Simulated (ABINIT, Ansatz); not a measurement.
# BiOCl (P4/nmm): bands and cutoff in G0W0 with ABINIT

Aim: raise bands and screening cutoff together for BiOCl (P4/nmm) and follow gap and time.

Calculated with ABINIT 10.8.3; PBEsol and many-body steps on it, plane waves.

**1. Set-up**

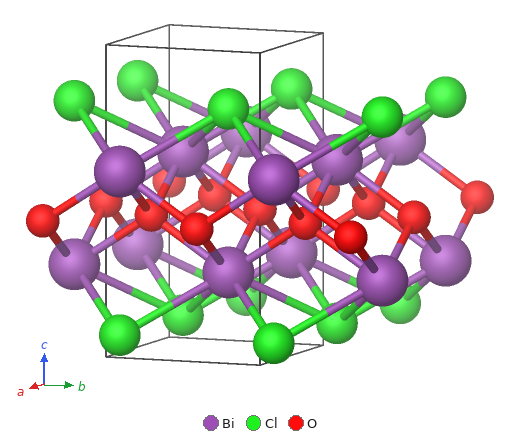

Start, viewed slightly off an axis; bismuth purple, chlorine green, oxygen red. 2×2×1 cells are drawn. Some periodic images of atoms are drawn too.

The cell and positions come from the Crystallography Open Database and are kept as given unless a step says otherwise. Spin-orbit coupling is left out unless a step names it.

**2. Empty states on the mesh, 4×4×2 mesh, 360 bands**

This step: ABINIT 10.8.3; DFT, PBEsol, plane waves, norm-conserving pseudopotentials.

The sums over transitions need many empty states on a uniform mesh; this step solves for them.

run.abi reads:

```
acell 3*1.0 Angstrom
rprim 
  3.885510000000 0.000000000000 0.000000000000
  0.000000000000 3.885510000000 0.000000000000
  0.000000000000 0.000000000000 7.348900000000
ntypat 3
znucl 83 17 8
natom 6
typat 1 1 2 2 3 3
xred 
  0.500000000000 0.000000000000 0.329040000000
  0.000000000000 0.500000000000 0.670960000000
  0.000000000000 0.500000000000 0.147200000000
  0.500000000000 0.000000000000 0.852800000000
  0.000000000000 0.000000000000 0.500000000000
  0.500000000000 0.500000000000 0.500000000000
pp_dirpath "pseudos"
pseudos "Bi.upf, Cl.upf, O.upf"
ecut 42
ngkpt 4 4 2
nshiftk 1
shiftk 0 0 0
kptopt 1
chksymbreak 0
iscf -2
irdden 1
istwfk *1
nband 360
nbdbuf 32
tolwfr 1e-09
nstep 60
prtvol 0
indata_prefix "in"
outdata_prefix "out"
tmpdata_prefix "tmp"
```

Launch:

```bash
OMP_NUM_THREADS=1 mpirun -n 4 abinit run.abi > log
```

Numbers of over 12 decimals in the logs are rounded to 6 here.

Log:

```text
.Version 10.8.3 of ABINIT. v10.8.2 released Aug 2026.

 Symmetries : space group P4/n m m (#129); Bravais tP (primitive tetrag.)
[... echo of the input left out ...]
== DATASET  1 ==================================================================
-   mpi_nproc: 4, omp_nthreads: 1 (-1 if OMP is not activated)

--- !DatasetInfo
iteration_state: {dtset: 1, }
dimensions: {natom: 6, nkpt: 12, mband: 360, nsppol: 1, nspinor: 1, nspden: 1, mpw: 9764, }
cutoff_energies: {ecut:  42.0, pawecutdg:  -1.0, }
[...]
4.05963    4.05963    4.06215    4.08354    4.10475    4.10934    4.11413    4.11415
   4.11575    4.11577    4.14091    4.14112    4.16421    4.16965    4.17067    4.19439
 prteigrs : prtvol=0 or 1, do not print more k-points.

== END DATASET(S) ==============================================================
================================================================================

 -outvars: echo values of variables after computation  --------
            nband         360
             nkpt          12
          spgroup         129
 [... the other variables as echoed above ...]

 Calculation completed.
```

It took 9.2 min on 4 MPI ranks of AMD EPYC 9R45, shared host; peak memory 1.1 GiB; 37 min of CPU time.

Numbers from this step:

```
gap                                                           : 2.623 eV
k of the valence top                                          : 0.5, 0, 0.5
k of the conduction bottom                                    : 0, 0, 0.5
least direct gap                                              : 2.927 eV
k points computed                                             : 12
lowest point of the top converged band, above the valence top : 99.5387 eV
```

On this mesh the gap is 2.623 eV.

The density comes from a self-consistent run that is not shown.

**3. Screening, 4×4×2 mesh, 72 bands, screening to 76.2 eV**

The RPA dielectric matrix is built and inverted for each q.

This step: RPA screening on PBEsol, plane waves, norm-conserving pseudopotentials.

run.abi: that of step 2 with these lines changed.

```diff
@@ -24,10 +24,11 @@
 chksymbreak 0
-iscf -2
-irdden 1
 istwfk *1
-nband 360
-nbdbuf 32
-tolwfr 1e-09
-nstep 60
-prtvol 0
+occopt 1
+irdwfk 1
+optdriver 3
+nband 72
+ecuteps 2.8
+inclvkb 2
+awtr 1
+symchi 1
 indata_prefix "in"
```

Log:

```text
.Version 10.8.3 of ABINIT. v10.8.2 released Aug 2026.

 Symmetries : space group P4/n m m (#129); Bravais tP (primitive tetrag.)
[... echo of the input left out ...]
== DATASET  1 ==================================================================
-   mpi_nproc: 4, omp_nthreads: 1 (-1 if OMP is not activated)

--- !DatasetInfo
iteration_state: {dtset: 1, }
dimensions: {natom: 6, nkpt: 12, mband: 72, nsppol: 1, nspinor: 1, nspden: 1, mpw: 9764, }
cutoff_energies: {ecut:  42.0, pawecutdg:  -1.0, }
electrons: {nelect:   7.20000000E+01, charge:   0.00000000E+00, occopt:   1.00000000E+00, tsmear:   1.00000000E-02, }

 SCREENING: Calculation of the susceptibility and dielectric matrices

 Based on a program developped by R.W. Godby, V. Olevano, G. Onida, and L. Reining.
 Incorporated in ABINIT by V. Olevano, G.-M. Rignanese, and M. Torrent.
.Using double precision arithmetic ; gwpc =  8

[... cell and pseudopotentials left out ...]
--------------------------------------------------------------------------------

 ==== K-mesh for the wavefunctions ====
 Number of points in the irreducible wedge :    12
[... list of points left out ...]
 Together with 16 symmetry operations and time-reversal symmetry
 yields    32 points in the full Brillouin Zone.

 ==== Q-mesh for the screening function ====
 Number of points in the irreducible wedge :    12
[... list of points left out ...]
 Together with 16 symmetry operations and time-reversal symmetry
 yields    32 points in the full Brillouin Zone.

 setmesh: FFT mesh size selected  =    30x   30x   54
          total number of points  =        48600

 vcoul_init : cutoff-mode = AUXILIARY_FUNCTION
 q-points for optical limit:   1
     1)      0.000010    0.000020    0.000030

- screening: taking advantage of time-reversal symmetry
- Maximum band index for partially occupied states nbvw = 36
- Remaining bands to be divided among processors   nbcw = 36
- Number of bands treated by each node ~9

 Number of electrons calculated from density =   72.0000; Expected =   72.0000
 average of density, n =  0.096165
 r_s =    1.3540
 omega_plasma =   29.9133 [eV]

 calculating chi0 at frequencies [eV] :
  1    0.000000E+00    0.000000E+00
  2    0.000000E+00    2.991330E+01

--------------------------------------------------------------------------------
  q-point number  1        q = ( 0.000000, 0.000000, 0.000000) [r.l.u.]
--------------------------------------------------------------------------------
[... chi0 elements left out ...]
 For q-point:  0.000010 0.000020 0.000030
  dielectric constant =   6.0429
  dielectric constant without local fields =   6.7783

  Average fulfillment of the sum rule on Im[epsilon] for q-point    1 :     30.40  [%]
[... wings left out ...]
  q-point number  2        q = ( 0.250000, 0.000000, 0.000000) [r.l.u.]
--------------------------------------------------------------------------------
[... chi0 elements left out ...]
  Average fulfillment of the sum rule on Im[epsilon] for q-point    2 :     39.76  [%]

 [... 10 further q-points ...]
```

The job ended after 49 s (4 MPI ranks; peak memory 2.4 GiB; 3.3 min of CPU time).

Numbers from this step:

* ε∞ with local fields, on this mesh, along the program's q direction: 6.043
* the same without local fields: 6.778
* plasma frequency: 29.91 eV
* plane waves in the screening matrix: 167

Local fields lower ε∞ by 11 %. On a Γ-centred mesh this coarse the value itself is usually too large, while a short band sum pulls it down.

**4. 72 bands, 76.2 eV**

The self-energy is evaluated for the states that the input lists, and the levels follow from it, in one-shot runs by the linearised quasiparticle equation.

This step: G0W0 on PBEsol, plane waves, norm-conserving pseudopotentials.

run.abi: that of step 3 with these lines changed.

```diff
@@ -27,8 +27,19 @@
 irdwfk 1
-optdriver 3
+optdriver 4
 nband 72
+gwcalctyp 0
+ecutsigx 42
+symsigma 1
+nkptgw 3
+kptgw 
+  0.5000000000 0.0000000000 0.5000000000
+  0.0000000000 0.0000000000 0.5000000000
+  0.0000000000 0.0000000000 0.0000000000
+bdgw 
+  35 38
+  35 38
+  35 38
 ecuteps 2.8
-inclvkb 2
-awtr 1
-symchi 1
+irdscr 1
+ppmodel 1
 indata_prefix "in"
```

Log:

```text
.Version 10.8.3 of ABINIT. v10.8.2 released Aug 2026.

 Symmetries : space group P4/n m m (#129); Bravais tP (primitive tetrag.)
[... echo of the input left out ...]
== DATASET  1 ==================================================================
-   mpi_nproc: 4, omp_nthreads: 1 (-1 if OMP is not activated)

--- !DatasetInfo
iteration_state: {dtset: 1, }
dimensions: {natom: 6, nkpt: 12, mband: 72, nsppol: 1, nspinor: 1, nspden: 1, mpw: 9764, }
cutoff_energies: {ecut:  42.0, pawecutdg:  -1.0, }
electrons: {nelect:   7.20000000E+01, charge:   0.00000000E+00, occopt:   1.00000000E+00, tsmear:   1.00000000E-02, }

 SIGMA: Calculation of the GW corrections

 Based on a program developped by R.W. Godby, V. Olevano, G. Onida, and L. Reining.
 Incorporated in ABINIT by V. Olevano, G.-M. Rignanese, and M. Torrent.
.Using double precision arithmetic ; gwpc =  8

[... cell and pseudopotentials left out ...]
--------------------------------------------------------------------------------

 ==== K-mesh for the wavefunctions ====
 Number of points in the irreducible wedge :    12
[... list of points left out ...]
 Together with 16 symmetry operations and time-reversal symmetry
 yields    32 points in the full Brillouin Zone.

 ==== Q-mesh for screening function ====
 Number of points in the irreducible wedge :    12
[... list of points left out ...]
 Together with 16 symmetry operations and time-reversal symmetry
 yields    32 points in the full Brillouin Zone.

 vcoul_init : cutoff-mode = AUXILIARY_FUNCTION
 q-points for optical limit:   1
     1)      0.000010    0.000020    0.000030
 setmesh: FFT mesh size selected  =    48x   48x   90
          total number of points  =       207360

 Number of electrons calculated from density =   72.0000; Expected =   72.0000
 average of density, n =  0.096165
 r_s =    1.3540
 omega_plasma =   29.9133 [eV]

 === KS Band Gaps ===
  >>>> For spin  1
   Minimum direct gap =   2.9274 [eV], located at k-point      :   0.0000  0.0000  0.5000
   Fundamental gap    =   2.6228 [eV], Top of valence bands at :   0.5000  0.0000  0.5000
                                       Bottom of conduction at :   0.0000  0.0000  0.5000
 SIGMA fundamental parameters:
 PLASMON POLE MODEL  1
 number of plane-waves for SigmaX                 9725
 number of plane-waves for SigmaC and W            167
 number of plane-waves for wavefunctions          9725
 number of bands                                    72
 number of independent spin polarizations            1
 number of spinorial components                      1
 number of k-points in IBZ                          12
 number of q-points in IBZ                          12
 number of symmetry operations                      16
 number of k-points in BZ                           32
 number of q-points in BZ                           32
 number of frequencies for dSigma/dE                 9
 frequency step for dSigma/dE [eV]                0.25
 number of omega for Sigma on real axis              0
 max omega for Sigma on real axis  [eV]           0.00
 zcut for avoiding poles [eV]                     0.10

 EPSILON^-1 parameters (SCR file):
 dimension of the eps^-1 matrix on file            167
 dimension of the eps^-1 matrix used               167
 number of plane-waves for wavefunctions          9725
 number of bands                                    72
 number of q-points in IBZ                          12
 number of frequencies                               2
 number of real frequencies                          1
 number of imag frequencies                          1

 matrix elements of self-energy operator (all in [eV])

 Perturbative Calculation

--- !SelfEnergy_ee
iteration_state: {dtset: 1, }
kpoint     : [   0.500,    0.000,    0.500, ]
spin       : 1
KS_gap     :    4.426
QP_gap     :    5.775
Delta_QP_KS:    1.350
data: !SigmaeeData |
     Band     E0 <VxcDFT>   SigX SigC(E0)      Z dSigC/dE  Sig(E)    E-E0       E
       35   5.725 -16.351 -19.782   3.499   0.793  -0.262 -16.297   0.054   5.779
       36   5.725 -16.351 -19.782   3.499   0.793  -0.262 -16.297   0.054   5.779
       37  10.150 -13.502  -9.296  -2.505   0.825  -0.212 -12.098   1.404  11.554
       38  10.150 -13.502  -9.296  -2.505   0.825  -0.212 -12.098   1.404  11.554

--- !SelfEnergy_ee
iteration_state: {dtset: 1, }
kpoint     : [   0.000,    0.000,    0.500, ]
spin       : 1
KS_gap     :    2.927
QP_gap     :    4.426
Delta_QP_KS:    1.499
data: !SigmaeeData |
     Band     E0 <VxcDFT>   SigX SigC(E0)      Z dSigC/dE  Sig(E)    E-E0       E
       35   5.417 -18.175 -22.230   4.326   0.774  -0.292 -17.965   0.209   5.626
       36   5.420 -14.794 -18.665   3.509   0.796  -0.257 -15.082  -0.288   5.133
[...]
--- !SelfEnergy_ee
iteration_state: {dtset: 1, }
kpoint     : [   0.000,    0.000,    0.000, ]
spin       : 1
KS_gap     :    3.823
QP_gap     :    5.018
Delta_QP_KS:    1.195
data: !SigmaeeData |
     Band     E0 <VxcDFT>   SigX SigC(E0)      Z dSigC/dE  Sig(E)    E-E0       E
[...]
36   5.028 -16.715 -20.274   3.725   0.786  -0.272 -16.584   0.131   5.159
       37   8.851 -13.262  -9.141  -2.533   0.835  -0.198 -11.937   1.325  10.176
       38   9.553 -13.220  -9.111  -2.386   0.831  -0.204 -11.789   1.430  10.984

== END DATASET(S) ==============================================================
================================================================================

 -outvars: echo values of variables after computation  --------
           etotal      0.0000000000E+00
            nband          72
             nkpt          12
          spgroup         129
 [... the other variables as echoed above ...]

 Calculation completed.
```

It took 9.8 s on 4 MPI ranks; peak memory 2.3 GiB; 39 s of CPU time.

Numbers from this step:

```
G0W0 gap on the points computed              : 3.779 eV
starting gap on the mesh                     : 2.623 eV
k of the valence top                         : 0.5, 0, 0.5
k of the conduction bottom                   : 0, 0, 0.5
Z at the valence top                         : 0.793
Z at the conduction bottom                   : 0.837
least direct G0W0 gap on the computed points : 3.932 eV
```

The gap on the mesh goes from 2.62 eV to 3.78 eV, a correction of +1.16 eV.

**5. Screening, 4×4×2 mesh, 155 bands, screening to 141.5 eV**

This step: RPA screening on PBEsol, plane waves, norm-conserving pseudopotentials.

run.abi: that of step 4 with these lines changed.

```diff
@@ -27,19 +27,8 @@
 irdwfk 1
-optdriver 4
-nband 72
-gwcalctyp 0
-ecutsigx 42
-symsigma 1
-nkptgw 3
-kptgw 
-  0.5000000000 0.0000000000 0.5000000000
-  0.0000000000 0.0000000000 0.5000000000
-  0.0000000000 0.0000000000 0.0000000000
-bdgw 
-  35 38
-  35 38
-  35 38
-ecuteps 2.8
-irdscr 1
-ppmodel 1
+optdriver 3
+nband 155
+ecuteps 5.2
+inclvkb 2
+awtr 1
+symchi 1
 indata_prefix "in"
```

Log:

```text
.Version 10.8.3 of ABINIT. v10.8.2 released Aug 2026.

 Symmetries : space group P4/n m m (#129); Bravais tP (primitive tetrag.)
[... echo of the input left out ...]
== DATASET  1 ==================================================================
-   mpi_nproc: 4, omp_nthreads: 1 (-1 if OMP is not activated)

--- !DatasetInfo
iteration_state: {dtset: 1, }
dimensions: {natom: 6, nkpt: 12, mband: 155, nsppol: 1, nspinor: 1, nspden: 1, mpw: 9764, }
cutoff_energies: {ecut:  42.0, pawecutdg:  -1.0, }
electrons: {nelect:   7.20000000E+01, charge:   0.00000000E+00, occopt:   1.00000000E+00, tsmear:   1.00000000E-02, }

 SCREENING: Calculation of the susceptibility and dielectric matrices

 Based on a program developped by R.W. Godby, V. Olevano, G. Onida, and L. Reining.
 Incorporated in ABINIT by V. Olevano, G.-M. Rignanese, and M. Torrent.
.Using double precision arithmetic ; gwpc =  8

[... cell and pseudopotentials left out ...]
--------------------------------------------------------------------------------

 ==== K-mesh for the wavefunctions ====
 Number of points in the irreducible wedge :    12
[... list of points left out ...]
 Together with 16 symmetry operations and time-reversal symmetry
 yields    32 points in the full Brillouin Zone.

 ==== Q-mesh for the screening function ====
 Number of points in the irreducible wedge :    12
[... list of points left out ...]
 Together with 16 symmetry operations and time-reversal symmetry
 yields    32 points in the full Brillouin Zone.

 setmesh: FFT mesh size selected  =    30x   30x   60
          total number of points  =        54000

 vcoul_init : cutoff-mode = AUXILIARY_FUNCTION
 q-points for optical limit:   1
     1)      0.000010    0.000020    0.000030

- screening: taking advantage of time-reversal symmetry
- Maximum band index for partially occupied states nbvw = 36
- Remaining bands to be divided among processors   nbcw = 119
- Number of bands treated by each node ~29

 Number of electrons calculated from density =   72.0000; Expected =   72.0000
 average of density, n =  0.096165
 r_s =    1.3540
 omega_plasma =   29.9133 [eV]

 calculating chi0 at frequencies [eV] :
  1    0.000000E+00    0.000000E+00
  2    0.000000E+00    2.991330E+01

--------------------------------------------------------------------------------
  q-point number  1        q = ( 0.000000, 0.000000, 0.000000) [r.l.u.]
--------------------------------------------------------------------------------
[... chi0 elements left out ...]
 For q-point:  0.000010 0.000020 0.000030
  dielectric constant =   6.0281
  dielectric constant without local fields =   6.9017

  Average fulfillment of the sum rule on Im[epsilon] for q-point    1 :     61.94  [%]
[... wings left out ...]
  q-point number  2        q = ( 0.250000, 0.000000, 0.000000) [r.l.u.]
--------------------------------------------------------------------------------
[... chi0 elements left out ...]
  Average fulfillment of the sum rule on Im[epsilon] for q-point    2 :     70.50  [%]

 [... 10 further q-points ...]
```

The job ended after 2.9 min (4 MPI ranks; peak memory 3.6 GiB; 12 min of CPU time).

Numbers from this step:

```yaml
eps_infinity_with_local_fields_on_this_mesh_along_the_program_s_q_direction: 6.028
the_same_without_local_fields: 6.902
plasma_frequency: 29.91 eV
plane_waves_in_the_screening_matrix: 427
```

(Continued in part 2 of 2.)

[Paths, hosts, dates, memory and timing lines, banners, echoed tables and standing remarks are left out of the program output.]

[Logs are printed without paths, hosts, clocks, repeated set-up lines and the standing remarks that a program may print on its own settings, such as how far it seeks lower states.]

[Runs of the session that timed out or met a known fault of the program may be left out.]

[Hosts, paths, dates, database ids (printed as entryN), source tags and the programs' standing remarks are cut or masked in the printed files.]

[G0W0 gaps are taken among the corrected bands and points alone; a level outside them can change the order at an edge.]

[Where Ansatz stands beside ABINIT at settings called matched, ABINIT's density can come from a denser mesh and the files from another edition; pairs whose starting gaps differed by over 0.03 eV were left out, so agreement reads better than it is.]
